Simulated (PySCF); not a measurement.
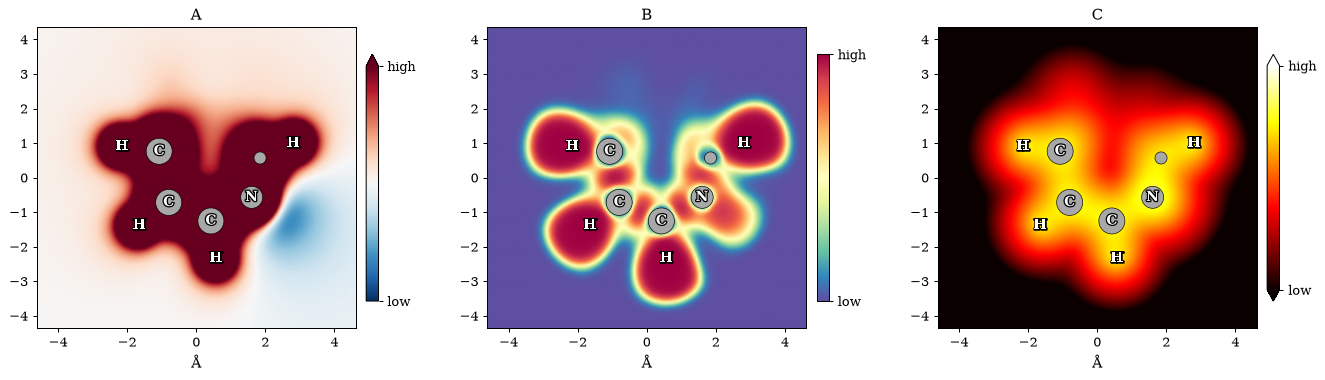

C₇H₁₁N (SMILES C[C@H]1C=CN=CCC1): 3 fields on the plane of atoms C3, C4 and H14, with unlabelled colour scales. Grey discs cover the atomic cores.

Geometry: GFN2-xTB.

These are results of PBE0/pcSseg-1, SCF density, gas phase, non-relativistic (PySCF), not measurements.

Q: The panels show electron density, electron localisation function and electrostatic potential in some order. Assign them.

A: Panel A: electrostatic potential (strongly positive close to the atoms, with negative regions outside electron-rich atoms). Panel B: electron localisation function. Panel C: electron density. From the grid: C–C (1.33 Å): ρ at the midpoint is about 2.3 e/Å³; the ELF peaks at about 0.90 between the atoms: a short, multiple covalent bond. C–H (1.08 Å): the density is about 2 e/Å³ at the midpoint; the ELF climbs to about 1 towards the hydrogen, as it does in any bond to H; an ordinary covalent bond to hydrogen.
